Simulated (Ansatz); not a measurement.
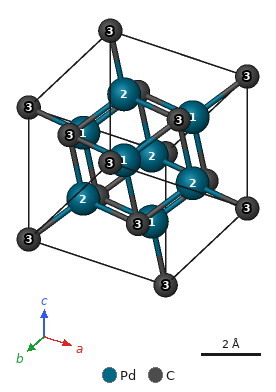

Starting structure of solid Pd₂C (a generated structure, set up in Fm-3m) (coarse preliminary run). A ball-and-stick model of the conventional cell (4 times the calculation's cell), seen from a free direction. Lengths and directions refer to the drawn axes.

Method: DFT PBE, scalar-relativistic, plane waves, PAW in Ansatz 0.2.0.

Input file:
```yaml
crystal:
  lattice:
    - [0.0, 2.73375558, 2.73375558]
    - [2.73375558, 0.0, 2.73375558]
    - [2.73375558, 2.73375558, 0.0]
  atoms:
    - { symbol: Pd, position: [0.25, 0.25, 0.25] }
    - { symbol: Pd, position: [0.75, 0.75, 0.75] }
    - { symbol: C, position: [0.0, 0.0, 0.0] }
basis:
  ecutwfc: 420
kpoints:
  mp_grid: { grid: [6, 6, 6] }
hamiltonian:
  xc: pbe
scf:
  occupations: { method: gaussian, width: 0.1 }
  lower_state_search: "off"
output:
  forces: true
  stress: true
  eigenvalues: true
relax:
  adjacent_minimum: "off"
  f_tol: 0.04
  max_steps: 70
  cell: { stress_tol: 0.4 }
```

Launched with:
```bash
ansatz run input.yaml --threads 1 --pin off --max-ram 2048MiB --backend cpu --events-out ev --progress --plain --runs-dir out
```

> Where does the relaxation end?

The atoms keep their places relative to the cell (all moves are under 0.005 Å). The volume changes by −6.2 %, with a = b = c 5.468 → 5.352 Å (−2.1 %). Among the contacts that change: Pd1–Pd2 2.734 → 2.676 Å, Pd1–C3 2.368 → 2.317 Å. The space group stays Fm-3m (No. 225). The energy falls by 30.4 meV per atom in 3 accepted moves (4 points after the start). All forces vanish by symmetry, so only the cell relaxes. Pressure: −10.72 GPa at the start and −0.01 GPa at the end. The SCF was repeated once at an unchanged geometry on a basis and grid sized afresh for the cell, which shifted the energy by 0.8 meV per atom at most. Cost: 5.2 s on 1 thread of Intel(R) Xeon(R) Platinum 8375C CPU @ 2.90GHz (Ice Lake), with other jobs on the host, peak memory 0.36 GiB.

Final geometry:

```
Pd C
1.0
     0.00000    2.67578    2.67578
     2.67578    0.00000    2.67578
     2.67578    2.67578    0.00000
Pd C
2 1
Cartesian
  1.3379 1.3379 1.3379
  4.0137 4.0137 4.0137
  5.3516 5.3516 5.3516
```

The end point in the same view:

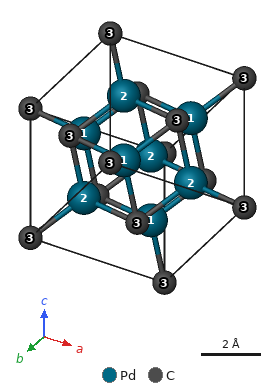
